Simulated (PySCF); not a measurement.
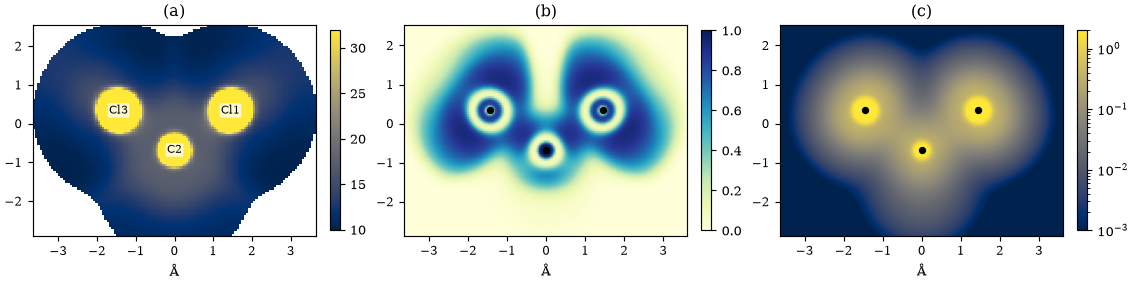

Figure 1: CCl₄, SMILES `ClC(Cl)(Cl)Cl`. Three fields in the plane of Cl1, C2 and Cl3.

Level of theory: r2SCAN/def2-SVP (PySCF), at a geometry from GFN2-xTB. No frequency check shows the geometry to be a minimum. GFN2-xTB bond lengths at metals and heavier atoms can be off by up to 0.1 Å and shapes distorted, which carries into these values.

Input script:

```python
import numpy as np
from pyscf import gto, scf, dft
from pyscf.scf import atom_ks, atom_hf
from scipy.linalg import block_diag

def solve(mol, dm0=None, hcore=None):
    mf = (dft.UKS if mol.spin else dft.RKS)(mol, xc='r2scan')
    mf.grids.level = 3
    mf = mf.density_fit(auxbasis='def2-universal-jkfit')
    mf.conv_tol, mf.max_cycle = 1e-8, 80
    if hcore is not None:
        mf.get_hcore = lambda *args: hcore
    mf.kernel(dm0)
    if not mf.converged:
        mf = mf.newton().run(mf.mo_coeff, mf.mo_occ, max_cycle=30)
    assert mf.converged, 'SCF not converged'
    return mf

mol = gto.M(atom='''
Cl     1.02148    -1.42151     0.25565
C      0.00021    -0.00004     0.00011
Cl     1.02121     1.42171    -0.25568
Cl    -1.02137    -0.25580    -1.42136
Cl    -1.02140     0.25562     1.42136
''', basis='def2-svp', charge=0, spin=0, verbose=4)
mf = solve(mol)
mf.analyze()
# spherically averaged free atoms, for the promolecule
atm = atom_ks.get_atm_nrks(mol, xc='r2scan')
pro = block_diag(*[(atm[a[0]][2] * atm[a[0]][3]) @ atm[a[0]][2].T for a in mol._atom])
np.savez('result.npz', e=mf.e_tot, c=mf.mo_coeff, occ=mf.mo_occ, eps=mf.mo_energy, pro=pro, dip=mf.dip_moment(verbose=0), s2=mf.spin_square()[0])
```

Command:

```sh
OMP_NUM_THREADS=1 python input.py
```

The run took 19 s on 1 thread of Arm Neoverse N1 (shared host), peak memory 0.39 GiB.

Partitions, critical points and surface values were worked out afterwards from this run's density.

The panels show, in some order, the electron density, average local ionisation energy and electron localisation function (ELF). Which is which?

(a) is the average local ionisation energy: it is high near the heavier nuclei and lowest where loosely bound electrons reach out. (b) is the electron localisation function (ELF): it runs from 0 to 1 and is close to 1 over wide basins that fill the valence regions. (c) is the electron density: it is positive everywhere and peaks at the nuclei.
